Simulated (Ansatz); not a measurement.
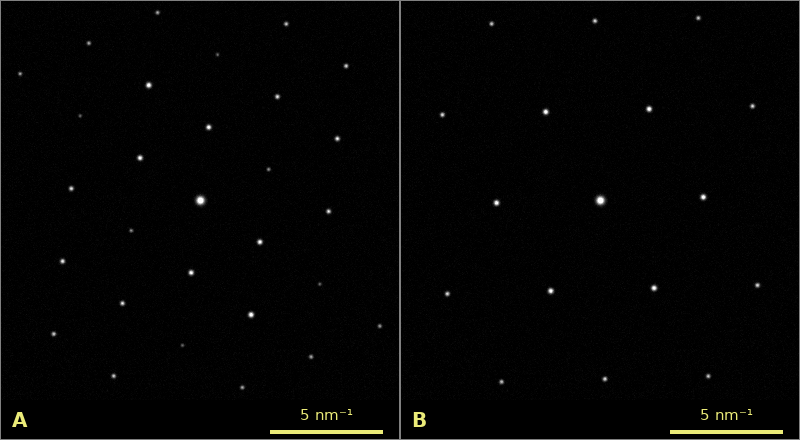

Kinematic electron diffraction patterns (200 kV, B = 0.5 Å², same scale, each along a low-index zone) of two structures of composition Hg2O, each relaxed at zero pressure with DFT PBE, scalar-relativistic, plane waves, PAW in Ansatz.

The structures (standard cells):
1. Fm-3m (No. 225), a = 6.078 Å, 12 atoms; generated start, possibly hypothetical
2. Pnnm (No. 58), a = 5.553 Å, b = 5.908 Å, c = 3.537 Å, 6 atoms; generated start, possibly hypothetical

### Which pattern belongs to which structure, and along which zone?

A is structure 2 along [100]: centred rectangular net of 0 1 1 at d = 3.03 Å and 0 -1 1 at d = 3.03 Å, 61.8° apart (some points of this net are extinct or too weak to see). B is structure 1 along [111] or an equivalent direction: hexagonal net of -2 2 0 at d = 2.15 Å and -2 0 2 at d = 2.15 Å, 60.0° apart.

### Which structure lies lowest at this level of theory, and by how much?

Structure 2 (Pnnm, 19.34 Å³ an atom) is the lowest of these; structure 1 (Fm-3m, 18.71 Å³ an atom) lies about 140 meV an atom higher. These are static energies at 0 K; other structures, not shown, may lie lower still.
